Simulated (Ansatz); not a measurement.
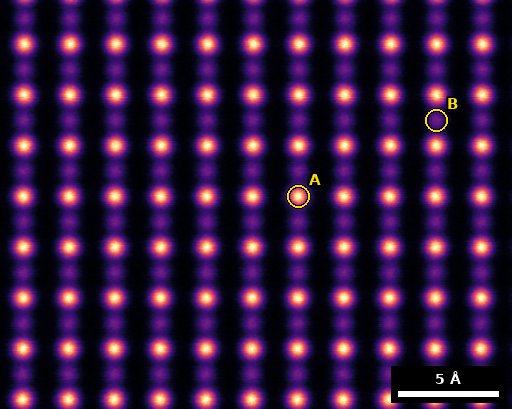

HAADF-like image of BiMo (P6_3/mmc, No. 194) along [210]. The image is simulated as a sum over atoms of Z^1.7, blurred by a 0.79 Å probe (no channelling). The probe carries 25 % of its weight in a tail 2.5 times as wide. Shot noise and a slight drift were added. Model: the geometry relaxed at fixed volume with DFT PBEsol, scalar-relativistic, plane waves, PAW (Ansatz 0.2.0); the starting structure was generated, so it need not be a known form of this composition.

```yaml
crystal:
  lattice:
    - [4.61097, 0.00000, 0.00000]
    - [-2.30549, 3.99322, 0.00000]
    - [0.00000, 0.00000, 5.10962]
  atoms:
    - { symbol: Mo, position: [0.00000, 0.00000, 0.00000] }
    - { symbol: Mo, position: [0.00000, 0.00000, 0.50000] }
    - { symbol: Bi, position: [0.33333, 0.66667, 0.25000] }
    - { symbol: Bi, position: [0.66667, 0.33333, 0.75000] }
```

What lies under each ring?

Answer. A: Bi (1 Bi per 7.99 Å along the beam; the brightest kind). B: Mo (1 Mo per 7.99 Å along the beam; about 30 % of the brightest peak). Brightness is counted from the darkest point of the image.
